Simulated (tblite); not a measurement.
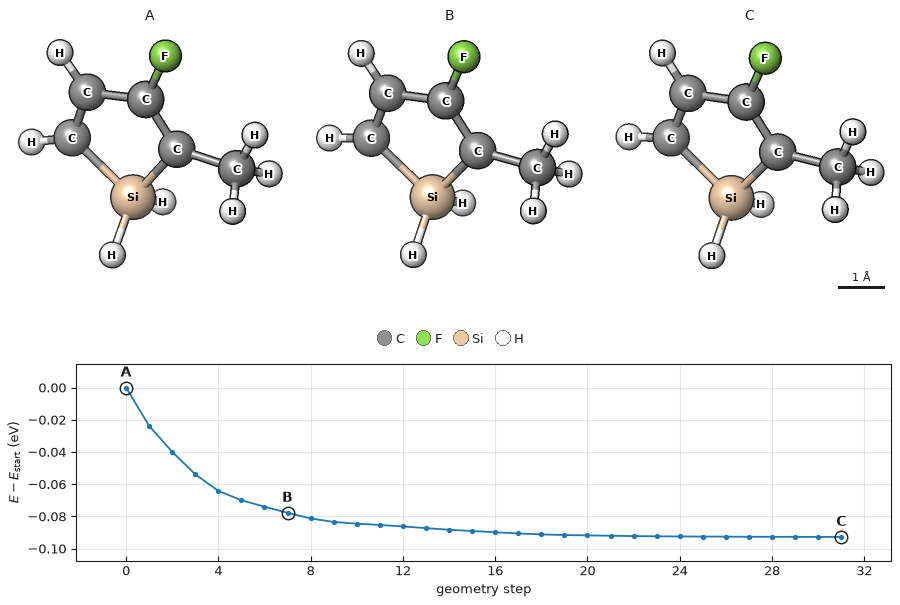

Frames of a relaxation of C5H7FSi, marked on the history of the run. Style: ball-and-stick. Shown from a free direction.

Level of theory: tblite 0.8.0, GFN2-xTB geometry optimisation, gas phase. 

Q: Describe the path.

A: An H atom moves most after the best rigid fit: 0.14 Å. By element the largest moves are H 0.14 Å, C 0.07 Å, F 0.06 Å, Si 0.05 Å. Some distances before and after: H–Si 1.487 → 1.463 Å, C–C 1.349 → 1.337 Å, C–F 1.348 → 1.355 Å, C–C 1.496 → 1.490 Å. Bond angles that change, for instance: C–C–Si 121.6° → 128.2°, Si–C–H 122.1° → 128.6°, C–C–H 127.5° → 122.2°. After 31 geometry steps the energy has fallen by 0.093 eV. From step 0 to 7: an H atom moves most (0.10 Å), energy −0.078 eV. From step 7 to 31: H atoms move most (0.07 Å), energy −0.015 eV.

| step | E − E(0), eV |
| --- | --- |
| 0 | 0.0000 |
| 1 | -0.0237 |
| 2 | -0.0398 |
| 3 | -0.0539 |
| 4 | -0.0641 |
| 5 | -0.0699 |
| 6 | -0.0739 |
| 7 | -0.0777 |
| 8 | -0.0812 |
| 9 | -0.0834 |
| 10 | -0.0845 |
| 11 | -0.0852 |
| 12 | -0.0862 |
| 13 | -0.0872 |
| 14 | -0.0882 |
| 16 | -0.0898 |
| 17 | -0.0905 |
| 18 | -0.0911 |
| 19 | -0.0915 |
| 20 | -0.0917 |
| 21 | -0.0920 |
| 22 | -0.0922 |
| 23 | -0.0923 |
| 24 | -0.0924 |
| 25 | -0.0925 |
| 27 | -0.0926 |
| 28 | -0.0926 |
| 29 | -0.0927 |
| 30 | -0.0927 |
| 31 | -0.0927 |
